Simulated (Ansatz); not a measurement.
System: F₃H₃OSZr.

The calculation's input:

```
crystal:
  periodic: [false, false, false]
  atoms:
    - { symbol: Zr, position_ang: [-0.097045, 0.129153, -0.064424] }
    - { symbol: O, position_ang: [-0.202653, -0.12104, 1.948024] }
    - { symbol: H, position_ang: [-0.686543, 0.333135, 2.658736] }
    - { symbol: F, position_ang: [1.670753, 0.582352, -0.655271] }
    - { symbol: F, position_ang: [-1.214287, 1.62702, -0.476859] }
    - { symbol: F, position_ang: [-0.859892, -1.369686, -0.994421] }
    - { symbol: S, position_ang: [1.756023, -2.791057, 1.366405] }
    - { symbol: H, position_ang: [0.65588, -3.53967, 1.07562] }
    - { symbol: H, position_ang: [1.016263, -1.950808, 2.183789] }
basis:
  gaussian: { orbitals: def2-SVP }
hamiltonian:
  xc: revpbe
  dispersion: d4
relax:
  f_tol: 0.03
  max_steps: 50
output:
  orbitals: {}
```

Command:

```sh
ansatz run input.yaml --threads 4 --pin off --max-ram 5120MiB --backend cpu --events-out ev --progress --plain --runs-dir out
```

The fields are those of the run's last geometry, not of the input's.

Core potentials replace the inner electrons of Zr.

Computed with Ansatz, RKS revPBE-D4/def2-SVP.

What will maps of the electron density and electron localisation function show?

Answer. Zr–F (1.92 Å): ρ is about 0.9 e/Å³ halfway; the ELF peaks at about 0.85 in the valence shell of F, 0.5 Å from its nucleus, and drops to about 0.20 between the two atoms.
Zr–O (1.96 Å): ρ is about 0.87 e/Å³ halfway; the ELF peaks at about 0.85 in the valence shell of O, 0.6 Å from its nucleus, and drops to about 0.20 between the two atoms.
Zr–S (3.06 Å): ρ at the midpoint is about 0.16 e/Å³; the ELF peaks at about 0.95 in the valence shell of S, 1.0 Å from its nucleus, and is about 0.30 at the midpoint.
O–H (0.97 Å): the density is about 3.5 e/Å³ at the midpoint; the ELF climbs to about 1 towards the hydrogen, as it does in any bond to H; an ordinary covalent bond to hydrogen.

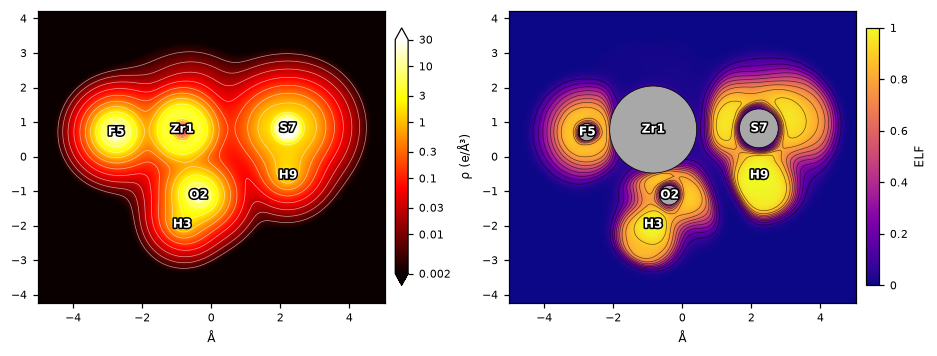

Computed electron density and electron localisation function on the plane of atoms Zr1, S7 and H9, in this order. Grey discs cover the atomic cores in the ELF map. 
